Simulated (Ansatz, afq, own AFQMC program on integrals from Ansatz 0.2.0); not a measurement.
**SiHO (quartet): AFQMC on the coupled-cluster ladder at distance Si1–O2 = 2.359 Å, cc-pVDZ**

How near does AFQMC come to the top of the ladder for SiHO (quartet)?

Method: cc-pVDZ, frozen cores; program: Ansatz 0.2.0, Gaussian basis, and an in-house AFQMC program (afq) on its integrals; all values are calculated.

The runs, in order: PBE (unrestricted); r2SCAN (unrestricted); PBE0 (unrestricted); B3LYP (unrestricted); wB97M-V (unrestricted); B2PLYP (unrestricted); CCSD(T) on UHF; CCSDT(Q) on UHF; Phaseless AFQMC, CISD trial on UHF.

### 1 The system

The geometry derives from a PBE0/def2-TZVP stationary point (not a proven minimum). One bond is set to the value named and the two fragments are kept rigid.

3 atoms, charge 0, spin multiplicity 4.

Atoms are counted from 1 here; the program's logs count them from 0.

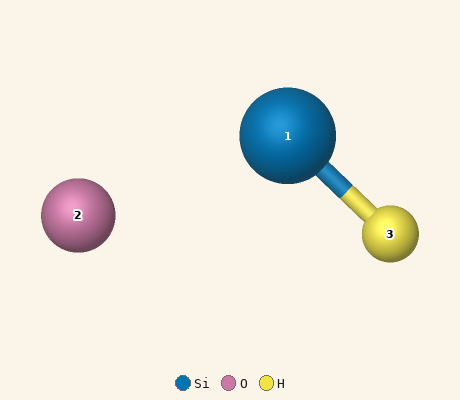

The structure; silicon blue, oxygen pink, hydrogen yellow; atoms are numbered from 1 in the order of the file.

### 2 PBE (unrestricted)

Input file in.yaml:

```yaml
crystal:
  periodic: [false, false, false]
  atoms:
    - {symbol: Si, position_ang: [0.000000, -0.118508, 0.814603]}
    - {symbol: O, position_ang: [0.000000, 0.135240, -1.530710]}
    - {symbol: H, position_ang: [0.000000, 1.155427, 1.599226]}
basis:
  gaussian: {orbitals: cc-pVDZ}
magnetization: {spin_polarized: true, initial_magnetization: 3}
hamiltonian: {xc: {name: PBE}}
output: {orbitals: {seedname: orbitals}}
```

Command:

```bash
$ ansatz run in.yaml --threads 1 --pin off --events-out ev --progress --plain --max-ram 1382MiB
```

Log:

```text
Functional definition: PBE
  name "PBE"
  cite "Perdew, Burke & Ernzerhof, Phys. Rev. Lett. 77, 3865 (1996) doi:10.1103/PhysRevLett.77.3865"
  parent pbe
  parameter kappa = 0.804
  parameter beta = 0.06672455060314922
  exchange = pbe_x(kappa = kappa, mu = beta*pi^2/3)
  correlation = pbe_c(beta = beta)
431 factors; their error is unknown
mean field evaluation 1: about -9926.1908 eV, gradient 2.1e1 eV
mean field evaluation 2: about -9874.1794 eV, gradient 8.6e1 eV
mean field evaluation 4: about -9926.6886 eV, gradient 1.7e1 eV
mean field evaluation 8: about -9928.5507 eV, gradient 1.3e-1 eV
mean field evaluation 16: about -9928.5339 eV, gradient 5.0e-5 eV
mean field evaluation 32: about -9928.2855 eV, gradient 1.6e0 eV
mean field evaluation 64: about -9928.5273 eV, gradient 6.4e-1 eV
mean field -9928.53387561 eV, -364.8668901266 hartree, gradient 4.7e-6 eV, S^2 3.762050; 13 other end points of the search recorded, 0 dependent functions left out
reference -9928.53390137 eV, -364.8668910732 hartree; 13, 10 occupied and 24, 27 virtual orbitals, 431 factors
Total energy: -9928.53390137 eV, -364.8668910732 hartree
```

It took 2.6 s on 1 thread of AMD EPYC 9R14 (Zen 4), shared host.

From the report: ⟨S²⟩ of the determinant 3.762 (pure quartet: 3.75).

### 3 r2SCAN (unrestricted)

in.yaml: that of step 2 with these lines changed.

```diff
@@ -9,3 +9,2 @@
 magnetization: {spin_polarized: true, initial_magnetization: 3}
-hamiltonian: {xc: {name: PBE}}
-output: {orbitals: {seedname: orbitals}}
+hamiltonian: {xc: {name: r2SCAN}}
```

Launched as before.

Log:

```text
Functional definition: r2SCAN
  name "r2SCAN"
  cite "Furness, Kaplan, Ning, Perdew & Sun, J. Phys. Chem. Lett. 11, 8208 (2020) doi:10.1021/acs.jpclett.0c02405"
  cite "Furness, Kaplan, Ning, Perdew & Sun, J. Phys. Chem. Lett. 11, 9248 (2020) doi:10.1021/acs.jpclett.0c03077"
  parent r2scan
  parameter k0 = 0.174
  parameter k1 = 0.065
  parameter a1 = 4.9479
  exchange = r2scan_x(k0 = k0, k1 = k1, a1 = a1)
  correlation = r2scan_c
431 factors; their error is unknown
mean field evaluation 1: about -9931.0139 eV, gradient 2.0e1 eV
mean field evaluation 2: about -9893.8621 eV, gradient 7.5e1 eV
mean field evaluation 4: about -9932.5626 eV, gradient 8.5e0 eV
mean field evaluation 8: about -9933.0560 eV, gradient 8.1e-2 eV
mean field evaluation 16: about -9933.0406 eV, gradient 1.1e-4 eV
mean field evaluation 32: about -9933.0108 eV, gradient 9.9e-1 eV
mean field -9933.04058301 eV, -365.0325085688 hartree, gradient 3.5e-6 eV, S^2 3.783806; 5 other end points of the search recorded, 0 dependent functions left out
reference -9933.04059113 eV, -365.0325088674 hartree; 13, 10 occupied and 24, 27 virtual orbitals, 431 factors
Total energy: -9933.04059113 eV, -365.0325088674 hartree
```

It took 2.5 s on 1 thread of AMD EPYC 9R14 (Zen 4), shared host.

From the report: ⟨S²⟩ of the determinant 3.784 (pure quartet: 3.75).

### 4 PBE0 (unrestricted)

in.yaml: that of step 3 with these lines changed.

```diff
@@ -9,2 +9,3 @@
 magnetization: {spin_polarized: true, initial_magnetization: 3}
-hamiltonian: {xc: {name: r2SCAN}}
+hamiltonian: {xc: {name: PBE0}}
+output: {orbitals: {seedname: orbitals}}
```

The command is unchanged.

Log, shortened:

```text
Functional definition: PBE0
  name "PBE0"
  cite "Adamo & Barone, J. Chem. Phys. 110, 6158 (1999) doi:10.1063/1.478522"
  cite "Perdew, Burke & Ernzerhof, Phys. Rev. Lett. 77, 3865 (1996) doi:10.1103/PhysRevLett.77.3865"
  parent pbe
[...]
358 factors; integrals over basis functions are off by at most 1.0e-3 eV
[...]
mean field -9929.13608412 eV, -364.8890208813 hartree, gradient 2.8e-6 eV, S^2 3.794880; 4 other end points of the search recorded, 0 dependent functions left out
reference -9929.13610351 eV, -364.8890215939 hartree; 13, 10 occupied and 24, 27 virtual orbitals, 358 factors
Total energy: -9929.13610351 eV, -364.8890215939 hartree
```

Wall time 1.1 s (1 thread of AMD EPYC 9R14 (Zen 4), shared host).

From the report: ⟨S²⟩ of the determinant 3.795 (pure quartet: 3.75).

### 5 B3LYP (unrestricted)

in.yaml: that of step 4 with these lines changed.

```diff
@@ -9,3 +9,2 @@
 magnetization: {spin_polarized: true, initial_magnetization: 3}
-hamiltonian: {xc: {name: PBE0}}
-output: {orbitals: {seedname: orbitals}}
+hamiltonian: {xc: {name: B3LYP}}
```

Same command.

Log, shortened:

```text
Functional definition: B3LYP
  name "B3LYP"
  cite "Stephens, Devlin, Chabalowski & Frisch, J. Phys. Chem. 98, 11623 (1994) doi:10.1021/j100096a001"
  cite "Becke, Phys. Rev. A 38, 3098 (1988) doi:10.1103/PhysRevA.38.3098"
  cite "Lee, Yang & Parr, Phys. Rev. B 37, 785 (1988) doi:10.1103/PhysRevB.37.785"
  cite "Vosko, Wilk & Nusair, Can. J. Phys. 58, 1200 (1980) doi:10.1139/p80-159"
[...]
358 factors; integrals over basis functions are off by at most 1.0e-3 eV
[...]
mean field -9935.21212546 eV, -365.1123112819 hartree, gradient 8.9e-6 eV, S^2 3.780931; 5 other end points of the search recorded, 0 dependent functions left out
reference -9935.21229886 eV, -365.1123176545 hartree; 13, 10 occupied and 24, 27 virtual orbitals, 358 factors
Total energy: -9935.21229886 eV, -365.1123176545 hartree
```

Wall time 1.2 s (1 thread of AMD EPYC 9R14 (Zen 4), shared host).

From the report: ⟨S²⟩ of the determinant 3.781 (pure quartet: 3.75).

### 6 wB97M-V (unrestricted)

in.yaml: that of step 5 with these lines changed.

```diff
@@ -9,2 +9,3 @@
 magnetization: {spin_polarized: true, initial_magnetization: 3}
-hamiltonian: {xc: {name: B3LYP}}
+hamiltonian: {xc: {name: wB97M-V}}
+output: {orbitals: {seedname: orbitals}}
```

The command is unchanged.

Log, shortened:

```text
Functional definition: wB97M-V
  name "wB97M-V"
  cite "Mardirossian & Head-Gordon, J. Chem. Phys. 144, 214110 (2016) doi:10.1063/1.4952647"
  cite "Becke, J. Chem. Phys. 107, 8554 (1997) doi:10.1063/1.475007"
  cite "Vydrov & Van Voorhis, J. Chem. Phys. 133, 244103 (2010) doi:10.1063/1.3521275"
  # Of w^i u^j: cxij and so on, Table III.
[...]
  gx(w, u) = 1 - cx + cx01*u + cx10*w
  gss(w, u) = css00 + css04*u^4 + css10*w + css20*w^2 + css43*w^4*u^3
  gos(w, u) = cos00 + cos10*w + (cos20 + cos21*u)*w^2 + (cos60 + cos61*u)*w^6
[...]
      + integral(e_c_pw_mod_opposite_spin*gos(b97_w_opposite, b97_u_opposite)) + vv10(b, c)
358 factors; integrals over basis functions are off by at most 1.0e-3 eV
108 factors; integrals over basis functions are off by at most 2.3e-5 eV
[...]
mean field -9933.19454197 eV, -365.0381664561 hartree, gradient 9.3e-6 eV, S^2 3.791327; 4 other end points of the search recorded, 0 dependent functions left out
reference -9933.19456926 eV, -365.0381674592 hartree; 13, 10 occupied and 24, 27 virtual orbitals, 358 factors
Total energy: -9933.19456926 eV, -365.0381674592 hartree
```

Wall time 4.4 s (1 thread of AMD EPYC 9R14 (Zen 4), shared host).

From the report: ⟨S²⟩ of the determinant 3.791 (pure quartet: 3.75).

### 7 B2PLYP (unrestricted)

in.yaml: that of step 6 with these lines changed.

```diff
@@ -9,3 +9,3 @@
 magnetization: {spin_polarized: true, initial_magnetization: 3}
-hamiltonian: {xc: {name: wB97M-V}}
-output: {orbitals: {seedname: orbitals}}
+hamiltonian: {xc: {name: B2PLYP}}
+correlation: {electrons: outside_noble_gas}
```

Same command.

Log, shortened:

```text
Functional definition: B2PLYP
  name "B2PLYP"
  cite "Grimme, J. Chem. Phys. 124, 034108 (2006) doi:10.1063/1.2148954"
  cite "Becke, Phys. Rev. A 38, 3098 (1988) doi:10.1103/PhysRevA.38.3098"
  cite "Lee, Yang & Parr, Phys. Rev. B 37, 785 (1988) doi:10.1103/PhysRevB.37.785"
[...]
358 factors; integrals over basis functions are off by at most 1.0e-3 eV
[...]
mean field -9927.66241962 eV, -364.8348647098 hartree, gradient 5.4e-6 eV, S^2 3.843413; 6 other end points of the search recorded, 0 dependent functions left out
6 core orbitals not correlated: weight in the atoms' cores, before any rotation towards them, 1.000 or more for the frozen orbitals, at most 0.000 for the correlated occupied ones
reference -9927.66253030 eV, -364.8348687771 hartree; 7, 4 occupied and 24, 27 virtual orbitals, 358 factors
second order -6.42935683 eV of doubles, -0.00000000 eV of singles
Total energy: -9929.39845664 eV, -364.8986628937 hartree
```

Wall time 1.6 s (1 thread of AMD EPYC 9R14 (Zen 4), shared host).

From the report: ⟨S²⟩ of the determinant 3.843 (pure quartet: 3.75).

### 8 CCSD(T) on UHF

in.yaml: that of step 7 with these lines changed.

```diff
@@ -9,3 +9,2 @@
 magnetization: {spin_polarized: true, initial_magnetization: 3}
-hamiltonian: {xc: {name: B2PLYP}}
-correlation: {electrons: outside_noble_gas}
+correlation: {method: ccsd_t, electrons: outside_noble_gas, hamiltonian_folder: ham}
```

Same command.

Log, shortened:

```text
Functional definition: HF
  name "HF"
  cite "Fock, Z. Phys. 61, 126 (1930) doi:10.1007/BF01340294"
  parent pbe
[...]
358 factors; integrals over basis functions are off by at most 1.0e-3 eV
[...]
mean field -9910.99405454 eV, -364.2223135913 hartree, gradient 4.2e-6 eV, S^2 3.951254; 20 other end points of the search recorded, 0 dependent functions left out
determinant -9910.99405454 eV, -364.2223135913 hartree, with singles and doubles -9916.98888667 eV, -364.4426196087 hartree
determinant -9910.92354537 eV, -364.2197224271 hartree, with singles and doubles -9916.89072421 eV, -364.4390122048 hartree
determinant -9909.80090578 eV, -364.1784661833 hartree, with singles and doubles -9915.73118571 eV, -364.3963999509 hartree
determinant -9909.79960984 eV, -364.1784185583 hartree, with singles and doubles -9915.73076055 eV, -364.3963843267 hartree
determinant -9909.45609675 eV, -364.1657946850 hartree, with singles and doubles -9915.31156716 eV, -364.3809792535 hartree
determinant -9907.87364266 eV, -364.1076405698 hartree, with singles and doubles -9914.63248103 eV, -364.3560232985 hartree
determinant -9910.99405454 eV, -364.2223135913 hartree, with singles and doubles -9917.01978495 eV, -364.4437550996 hartree
determinant -9910.92354537 eV, -364.2197224271 hartree, with singles and doubles -9916.91930160 eV, -364.4400624044 hartree
6 core orbitals not correlated: weight in the atoms' cores, before any rotation towards them, 1.000 or more for the frozen orbitals, at most 0.000 for the correlated occupied ones
reference -9910.99405454 eV, -364.2223135913 hartree; 7, 4 occupied and 24, 27 virtual orbitals, 358 factors
second order -4.81165073 eV of doubles, -0.00000000 eV of singles
cycle   1  -6.02573019 eV  change    2.2e-7 eV  update   3.1e-6
perturbative correction -0.15484710 eV, -0.0056905260 hartree
Total energy: -9917.17463184 eV, -364.4494456176 hartree
```

Wall time 4.5 s (1 thread of AMD EPYC 9R14 (Zen 4), shared host).

From the report: ⟨S²⟩ of the determinant 3.951 (pure quartet: 3.75); correlation -6.1806 eV; T1 0.050; largest double amplitude 0.07.

This run also writes the integrals to the folder ham.

### 9 CCSDT(Q) on UHF

in.yaml: that of step 8 with these lines changed.

```diff
@@ -9,2 +9,2 @@
 magnetization: {spin_polarized: true, initial_magnetization: 3}
-correlation: {method: ccsd_t, electrons: outside_noble_gas, hamiltonian_folder: ham}
+correlation: {method: ccsdt_q, electrons: outside_noble_gas}
```

Same command.

Log, shortened:

```text
Functional definition: HF
  name "HF"
  cite "Fock, Z. Phys. 61, 126 (1930) doi:10.1007/BF01340294"
  parent pbe
[...]
640 factors; integrals over basis functions are off by at most 1.8e-7 eV
[...]
mean field -9910.99411825 eV, -364.2223159325 hartree, gradient 3.9e-6 eV, S^2 3.951255; 20 other end points of the search recorded, 0 dependent functions left out
determinant -9910.99411825 eV, -364.2223159325 hartree, with singles and doubles -9916.98896405 eV, -364.4426224524 hartree
determinant -9910.92361325 eV, -364.2197249217 hartree, with singles and doubles -9916.89080510 eV, -364.4390151773 hartree
determinant -9909.80099111 eV, -364.1784693191 hartree, with singles and doubles -9915.73129535 eV, -364.3964039802 hartree
determinant -9909.79969893 eV, -364.1784218321 hartree, with singles and doubles -9915.73087371 eV, -364.3963884852 hartree
determinant -9909.45618472 eV, -364.1657979179 hartree, with singles and doubles -9915.31168176 eV, -364.3809834649 hartree
determinant -9907.87372167 eV, -364.1076434734 hartree, with singles and doubles -9914.63262675 eV, -364.3560286538 hartree
determinant -9910.99411825 eV, -364.2223159325 hartree, with singles and doubles -9917.01986295 eV, -364.4437579658 hartree
determinant -9910.92361325 eV, -364.2197249217 hartree, with singles and doubles -9916.91938189 eV, -364.4400653552 hartree
6 core orbitals not correlated: weight in the atoms' cores, before any rotation towards them, 1.000 or more for the frozen orbitals, at most 0.000 for the correlated occupied ones
reference -9910.99411825 eV, -364.2223159325 hartree; 7, 4 occupied and 24, 27 virtual orbitals, 640 factors
second order -4.81167755 eV of doubles, -0.00000000 eV of singles
cycle   1  -5.49626312 eV  change   -6.8e-1 eV  update   8.5e-2
[...]
cycle  39  -6.25710543 eV  change    9.6e-7 eV  update   5.7e-7
perturbative correction -0.02415676 eV, -0.0008877444 hartree
Total energy: -9917.27538044 eV, -364.4531480603 hartree
```

Run time: 17 s. Hardware: 1 thread of AMD EPYC 9R14 (Zen 4), shared host; peak memory 0.25 GiB.

From the report: ⟨S²⟩ of the determinant 3.951 (pure quartet: 3.75); correlation -6.2813 eV; T1 0.062; largest double amplitude 0.09.

### 10 Phaseless AFQMC, CISD trial on UHF

It reads the integrals that the CCSD(T) run on this determinant wrote.

Command:

```bash
$ afq ham --method phaseless --trial cisd --walkers 60 --populations 1 --least-time 40 --time-step 0.005 --steps-per-block 50 --equilibration-blocks 40 --max-blocks 300 --target-error 0.0008 --factor-cut 1e-05 --start spin_pure --seed 8138 --release-times 0.24,0.51,0.99,1.62,2.4 --release-step 0.03 --release-every 4 --taylor-order 6
```

Log:

```text
orbitals 31  electrons 7 4  factors 210 of 358
reference energy -364.22231359 Eh
CCSD correlation -0.22144120 Eh in 21 cycles, weight of the determinant in the CISD state 0.8364
energy of the start -364.437238 Eh
 block  time / (1/Eh)  mean weight  energy / Eh
     1     0.250  0.9991  -364.437945
     2     0.500  1.0004  -364.439495
     3     0.750  0.9992  -364.442181
     4     1.000  0.9998  -364.442890
     5     1.250  1.0005  -364.448225
     6     1.500  0.9980  -364.448531
     7     1.750  0.9990  -364.449419
     8     2.000  1.0013  -364.448777
     9     2.250  0.9985  -364.450307
    10     2.500  1.0015  -364.450067
    11     2.750  1.0023  -364.449408
    16     4.000  0.9967  -364.449855
    21     5.250  0.9990  -364.448646
    26     6.500  1.0006  -364.447653
    31     7.750  1.0027  -364.452992
    36     9.000  0.9987  -364.443939
    41    10.250  0.9996  -364.447209
    46    11.500  1.0016  -364.452780
    51    12.750  0.9990  -364.453261
    56    14.000  1.0007  -364.450472
    61    15.250  0.9973  -364.451465
    66    16.500  0.9999  -364.450643
    71    17.750  0.9979  -364.448578
    76    19.000  1.0012  -364.450188
    81    20.250  0.9998  -364.454045
    86    21.500  0.9984  -364.448023
    91    22.750  0.9990  -364.450878
    96    24.000  1.0015  -364.455068
   101    25.250  0.9984  -364.449016
   106    26.500  0.9980  -364.448637
   111    27.750  0.9998  -364.451255
   116    29.000  0.9996  -364.450642
   121    30.250  0.9983  -364.445952
   126    31.500  1.0001  -364.450142
   131    32.750  1.0023  -364.452850
   136    34.000  0.9992  -364.448727
   141    35.250  1.0000  -364.447928
   146    36.500  1.0019  -364.447696
   151    37.750  1.0018  -364.444936
   156    39.000  1.0010  -364.454539
   161    40.250  0.9994  -364.452852
   166    41.500  1.0018  -364.451045
   171    42.750  1.0007  -364.474400
   176    44.000  0.9991  -364.449212
   181    45.250  1.0022  -364.445947
   186    46.500  1.0014  -364.456043
   191    47.750  0.9981  -364.443230
   196    49.000  0.9999  -364.450185
blocks merged  error / Eh  count
     1  0.000362  160
     2  0.000418  80
     4  0.000492  40
     8  0.000541  20
    16  0.000370  10
released: time / (1/Eh)  energy / Eh  error  mean overlap
  0.24  -364.450788  0.000758  1.0096
  0.51  -364.451442  0.000878  1.0079
  0.99  -364.451760  0.000810  0.9784
  1.62  -364.451787  0.000960  0.9804
  2.40  -364.452071  0.001224  0.9835
energy -364.450895 +/- 0.000541 Eh
```

Run time: 1.7 min. Hardware: 1 thread of AMD EPYC 9R14 (Zen 4), shared host.

Energy -9917.2141 ± 0.0147 eV. Caveats: constraint bias not in the error.

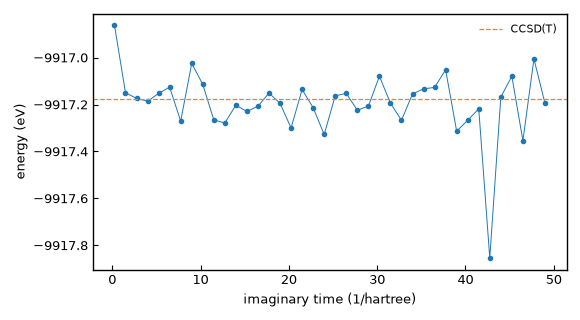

Block energies along the walk.

### 11 All levels side by side

On the UHF determinant, counted from CCSDT(Q) (a yardstick, not exact):

```
                                              level  energy (eV)  from CCSDT(Q) (meV)  statistical error (meV)     time
                                                 HF   -9910.9941              +6281.3                                  
                                                MP2   -9915.8057              +1469.7                                  
                                               CCSD   -9917.0198               +255.6                                  
                                            CCSD(T)   -9917.1746               +100.7                                  
                                           CCSDT(Q)   -9917.2754                  0.0                                  
Phaseless AFQMC, CISD trial, step 0.005, 60 walkers   -9917.2141                +61.3                     14.7  1.7 min
```

The functionals' totals stand on their own zeros and serve differences with other points: PBE -9928.534 eV; r2SCAN -9933.041 eV; PBE0 -9929.136 eV; B3LYP -9935.212 eV; wB97M-V -9933.195 eV; B2PLYP -9929.398 eV.

### 12 Outcome

| quantity | value |
| --- | --- |
| CCSD(T) on UHF from CCSDT(Q) | +100.7 meV |
| Phaseless AFQMC, CISD trial on UHF from CCSDT(Q) | +61.3 ± 14.7 meV |

On UHF the phaseless walk with the CISD trial lies +61.3 meV from CCSDT(Q), 4 times its error bar. Error bars are statistical and leave out the constraint, the time step and what remains of the start.
